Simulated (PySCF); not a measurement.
# C3H5ClF2Ge (SMILES C=C[CH2][Ge]([F])([F])[Cl]): what the fields show

Input

```
{"job": {"kind": "uv", "xc": "PBE0", "basis": "def2-SVPD", "nstates": 8, "ntriplets": 3}, "charge": 0, "multiplicity": 1}
C     -1.706653     1.246558     0.156888
C     -1.223201     0.034893    -0.056142
C      0.019329    -0.228938    -0.824750
Ge     1.574616    -0.736564     0.376580
F      2.946503    -1.185499    -0.643248
F      2.223713     0.733460     1.099843
Cl     1.470868    -2.152895     1.916914
H     -1.216672     2.126923    -0.225414
H     -2.613274     1.404363     0.714124
H     -1.725110    -0.837207     0.343035
H      0.354161     0.655245    -1.366288
H     -0.103081    -1.061023    -1.517568
```

Launched as:

```sh
OMP_NUM_THREADS=1 python probes_run.py task.json out
```

Geometry: GFN2-xTB.

Computed with PBE0/def2-SVPD, SCF density, gas phase in PySCF 2.14.0.

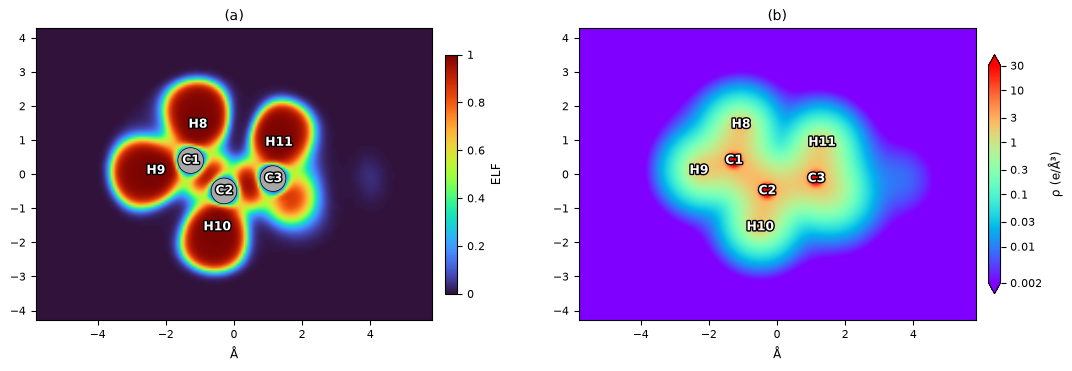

Figure 1. (a) electron localisation function; (b) total electron density on the plane of atoms C1, C2 and H10. Grey discs cover the atomic cores in the ELF map.

Q: Read the bonding off the picture.

A: The section cuts through C and H sites.
C–C (1.32 Å): ρ at the midpoint is about 2.3 e/Å³; the ELF peaks at about 0.90 between the atoms (a multiple bond).
C–H (1.08 Å): ρ at the midpoint is about 2 e/Å³; the ELF climbs to about 1 towards the hydrogen, as it does in any bond to H; an ordinary covalent bond to hydrogen.
C–C (1.48 Å): ρ is about 1.8 e/Å³ halfway; the ELF peaks at about 0.95 between the atoms; localised, covalent bonding.

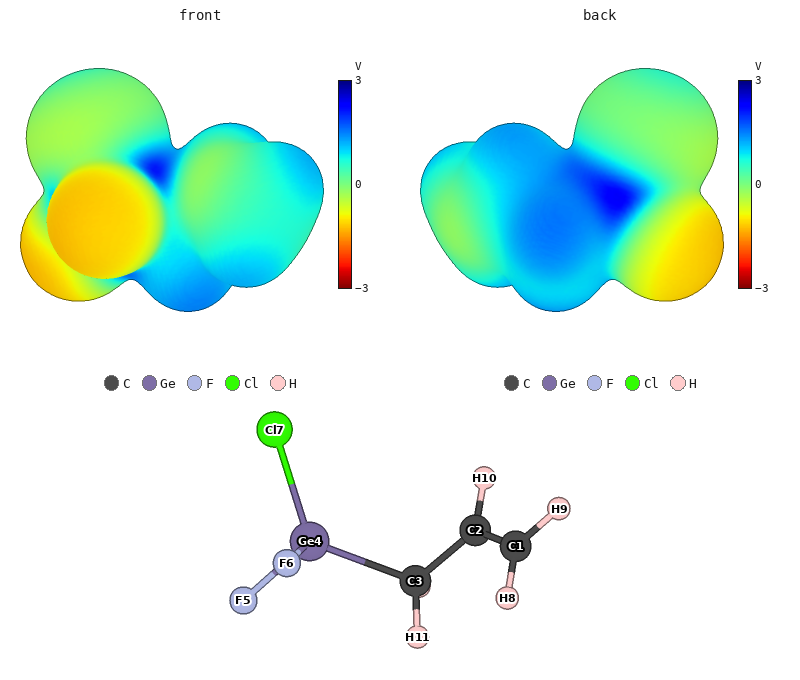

Figure 2. The electrostatic potential painted on the density surface at 0.002 e/bohr³, seen from the front and from behind; the colour scale runs from red (negative) to blue (positive). The bare structure is drawn below in the same view.

Q: Which sites attract a positive test charge, and which a negative one?

A: A positive charge is drawn to the negative regions and a negative charge to the positive ones. The most negative region (about −1.2 V) lies over F5 and F6, the most positive (about +2.2 V) over Ge4. Cl7 shows a σ-hole: about +0.6 V at the tip opposite its bond, against about −0.1 V on its flanks.

Q: How polar is the molecule by this calculation?

A: Its dipole moment is 3.96 D.
